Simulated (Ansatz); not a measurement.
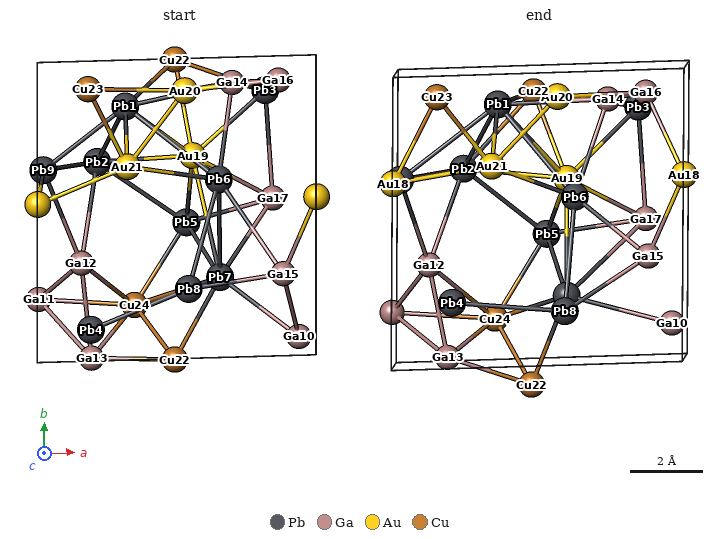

The structure of an amorphous cell of composition Ga₈Cu₃Pb₉Au₄ (coarse preliminary run) before (left) and after (right) a relaxation, at one scale.

Style: ball-and-stick. Shown: the cell of the calculation, along the c axis.

Case: the quenched liquid.

All numbers below come from DFT PBE, scalar-relativistic, plane waves, PAW in Ansatz. (plane-wave cutoff 420 eV; k-point mesh 2 × 2 × 2; occupations gaussian; smearing width 0.1 eV; mesh shifted by (0.5, 0.5, 0.5); no spin polarisation; cell and atoms relaxed; force threshold 0.04 eV/Å; at most 70 steps)

Q: What changed between the two?

A: The run was cut off at its time limit before the relaxation converged, so the last structure is only a point on the way. The energy falls by 3.216 eV per cell of the calculation in 7 geometry steps. Largest force component: 1.4 eV/Å at the start, 0.11 eV/Å at the end. The pressure goes from 4.87 to 0.13 GPa. Pb4 moves most relative to the cell: 0.97 Å roughly along [0 3 1]. By element the largest moves are Pb 0.97 Å, Au 0.94 Å, Ga 0.84 Å, Cu 0.83 Å. The drawn cell changes as follows: a 7.859 → 8.197 Å (+4.3 %), b 8.445 → 8.250 Å (−2.3 %), c 8.435 → 8.601 Å (+2.0 %), α 89.3° → 92.3°, β 87.5° → 89.5°, γ 88.4° → 87.8°; the volume changes by +3.9 %. Among the contacts that change: Pb3–Au18 4.594 → 3.364 Å, Ga15–Ga17 4.102 → 2.952 Å, Ga14–Au20 2.536 → 3.661 Å, Au18–Cu23 3.669 → 2.767 Å. New bonds form: Au20–Cu22 (3.45 → 2.57 Å), Ga16–Au18 (3.47 → 2.64 Å). Bonds break: Ga14–Au20 (2.54 → 3.66 Å). Bond angles that change, for instance: Pb4–Pb8–Pb5 112.6° → 74.9°, Pb1–Cu22–Pb7 120.8° → 85.0°, Pb3–Ga17–Au18 102.1° → 68.0°. Cost: 9.4 min on 2 threads of Arm Neoverse V2, with other jobs on the host, peak memory 1.7 GiB.

Limits of the set-up: the k-point mesh is coarse for a cell with partly filled bands; the periodic images lie only 7.9 Å apart, so the values are limited by the cell's size.
